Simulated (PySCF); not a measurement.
EPR calculation of C4H10Si (charge −1)

System: C4H10Si, charge −1, multiplicity 2.
Method: UKS B3LYP, pcH-1 on C H Si, non-relativistic, mean-field spin-orbit, GIAO (PySCF 2.14.0).

It belongs to a series of runs on one base structure; here: electron added.

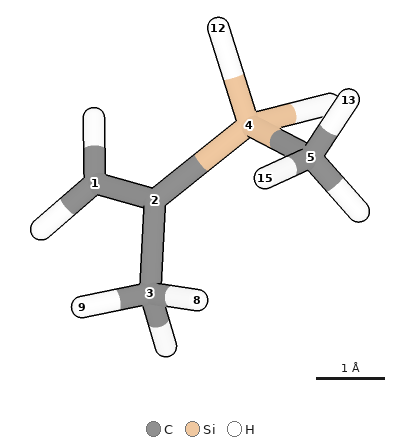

**Figure 1.** The input geometry (stick view, seen at an oblique angle; atoms are numbered from 1 in the order of the input).

**Input file**
```
{"job": {"kind": "epr", "basis": "pcH-1"}, "charge": -1, "multiplicity": 2}
C     -1.960182     1.128464     0.030279
C     -0.872409     0.263113    -0.112609
C     -1.210555    -1.180780    -0.422704
Si     0.829452     0.886829    -0.280234
C      2.122026    -0.518193    -0.248910
H     -2.979074     0.767096     0.072170
H     -1.807566     2.174033     0.249685
H     -0.315208    -1.799178    -0.477978
H     -1.864431    -1.601339     0.351306
H     -1.745521    -1.284531    -1.376035
H      1.393331     1.745087    -1.432570
H      1.203435     1.833762     0.841629
H      3.098534    -0.117813     0.014276
H      2.224414    -1.003128    -1.216923
H      1.879339    -1.285432     0.481052
```

The first line tells a small driver script what to run in PySCF; the rest is the geometry in Å.

Command:
```bash
OMP_NUM_THREADS=1 python <driver script> task.json out
```

**Log**
```
UKS, coarse grid
  cycle   1  E = -447.75997102  |g| = 5.12e-01
  cycle   2  E = -447.46990848  |g| = 8.28e-01
  cycle   3  E = -447.90139174  |g| = 1.38e-01
  cycle   4  E = -447.91231178  |g| = 4.81e-02
  cycle   5  E = -447.91355788  |g| = 8.89e-03
  cycle   6  E = -447.91362949  |g| = 2.76e-03
  cycle   7  E = -447.91364109  |g| = 2.54e-03
  cycle   8  E = -447.91364603  |g| = 7.89e-04
UKS, final grid
  cycle   1  E = -447.91358507  |g| = 1.17e-03
  cycle   2  E = -447.91358402  |g| = 1.87e-03
  cycle   3  E = -447.91358583  |g| = 1.35e-04
  cycle   4  E = -447.91358584  |g| = 8.06e-05
  cycle   5  E = -447.91358585  |g| = 3.82e-05
  cycle   6  E = -447.91358585  |g| = 9.89e-06
E = -447.91358585 Eh   <S^2> = 0.7530 (exact 0.7500)
g shifts (ppm)      1          2          3
  rmc          -119       -119       -119
  gc              1         16         23
  oz_so          -0        683       1111
  total        -117        580       1015
hyperfine (MHz)  atom isotope    a_iso     a_fc   dipolar eigenvalues
    0   13C      40.91      40.97    -42.77    -42.22     84.99
    1   13C      15.27      15.34    -21.07    -17.58     38.65
    2   13C      -9.54      -9.54     -1.13     -0.41      1.54
    3  29Si     -16.92     -17.10    -22.03     10.18     11.84
    4   13C       0.77       0.76     -0.68      0.17      0.51
    5    1H     -35.01     -35.02    -22.06      2.39     19.67
    6    1H     -31.93     -31.94    -20.76      0.75     20.01
    7    1H      -0.16      -0.16     -3.10     -1.71      4.81
    8    1H      23.23      23.23     -2.89     -1.82      4.70
    9    1H      34.88      34.88     -3.16     -1.65      4.80
   10    1H      62.47      62.46     -2.65     -2.11      4.76
   11    1H      20.25      20.25     -2.33     -1.73      4.06
   12    1H       0.98       0.98     -1.18     -0.61      1.79
   13    1H       7.93       7.93     -1.43     -1.12      2.56
   14    1H       0.93       0.93     -1.90     -0.95      2.85
```

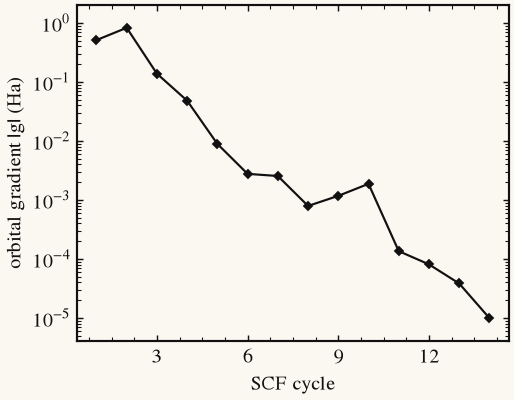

**Figure 2.** Convergence of the self-consistent field: orbital gradient |g| against the SCF cycle. All cycles printed in the log are drawn one after another.

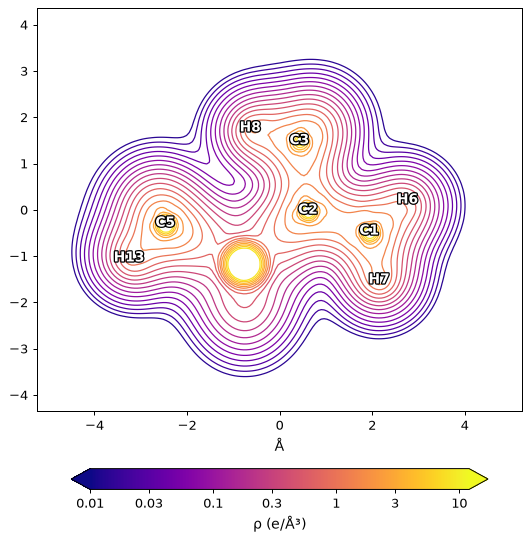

**Figure 3.** Electron density on the plane of atoms C1, C2 and C3. The section cuts through C and H sites. C–C (1.52 Å): ρ is about 1.4 e/Å³ halfway.

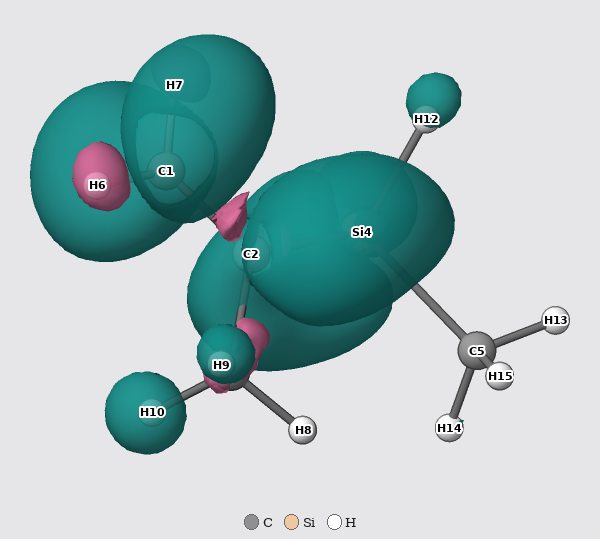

**Figure 4.** Isosurfaces of the spin density (α minus β) at +0.01 (teal) and −0.01 e/Å³ (pink), seen at a tilt. The unpaired spin (1 electron) lies mostly on C1 (about 0.4), C2 (about 0.2) and Si4 (about 0.2), in electrons by Hirshfeld's partition.

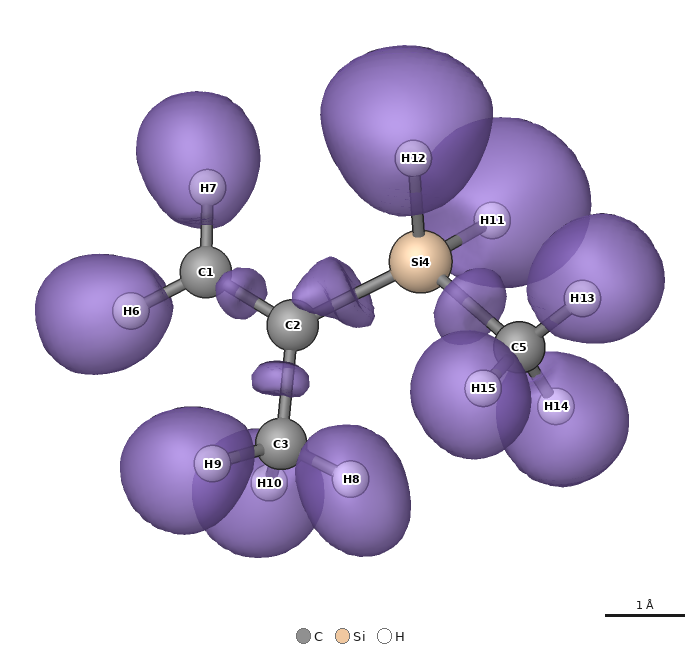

**Figure 5.** Isosurface of the ELF at 0.85 (purple), seen at a tilt. Only the valence region is drawn (cores and ρ < 0.01 e/Å³ removed). Values along the shortest contacts: C–Si (1.82 Å): the ELF peaks at about 0.95 between the atoms (a shared electron pair).

**Summary**

```csv
quantity,value
outcome,converged
total energy,−447.913586 hartree
⟨S²⟩,0.753
isotropic g,2.0028
hardware,"1 CPU thread, shared host"
wall time,53 s
peak memory,0.89 GiB
```
